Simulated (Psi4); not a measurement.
Approach curve of the dimer H3N ··· H3ClSi (SMILES N and [SiH3]Cl). Monomers: optimised at B3LYP-D3(BJ) (def2-TZVP), held rigid. Orientation: a random orientation, not optimised. R is the distance of the centres of mass, along which the second monomer moves.

Geometry at R = 4.13 Å (first 4 atoms: monomer A):
```
9

N      0.0001     0.0014     0.2791
H      0.9352    -0.1199    -0.0927
H     -0.5711    -0.7506    -0.0892
H     -0.3642     0.8692    -0.0972
Si    -4.8397     0.4329     1.1969
Cl    -3.0303    -0.2507     1.9240
H     -4.7056     1.8689     0.8839
H     -5.8691     0.2253     2.2338
H     -5.1732    -0.3312    -0.0209
```

Level of theory: SAPT0/jun-cc-pVDZ, frozen core in Psi4 1.11.

Components in kJ/mol:

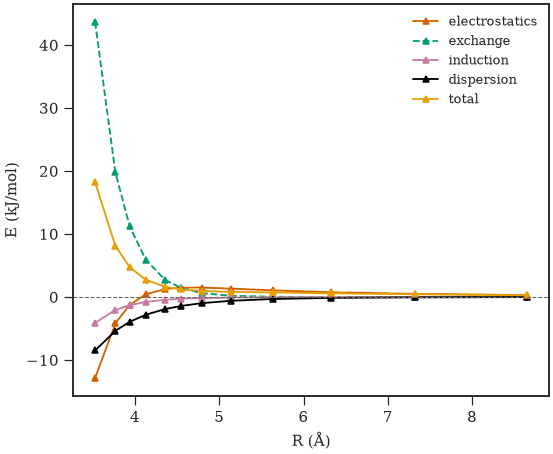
Fig. 1. Components of the interaction energy.

| R / Å | electrostatics | exchange | induction | dispersion | total |
|---|---|---|---|---|---|
| 3.53 | -12.87 | 43.65 | -4.09 | -8.49 | 18.20 |
| 3.77 | -4.20 | 19.79 | -2.08 | -5.38 | 8.14 |
| 3.94 | -1.26 | 11.24 | -1.30 | -3.94 | 4.73 |
| 4.13 | 0.41 | 5.94 | -0.79 | -2.82 | 2.74 |
| 4.36 | 1.25 | 2.74 | -0.44 | -1.92 | 1.62 |
| 4.55 | 1.48 | 1.44 | -0.29 | -1.42 | 1.20 |
| 4.80 | 1.49 | 0.61 | -0.17 | -0.98 | 0.95 |
| 5.14 | 1.33 | 0.19 | -0.10 | -0.61 | 0.81 |
| 5.64 | 1.05 | 0.03 | -0.05 | -0.32 | 0.71 |
| 6.33 | 0.76 | 0.00 | -0.02 | -0.15 | 0.59 |
| 7.33 | 0.49 | 0.00 | -0.01 | -0.06 | 0.42 |
| 8.66 | 0.30 | 0.00 | 0.00 | -0.02 | 0.28 |
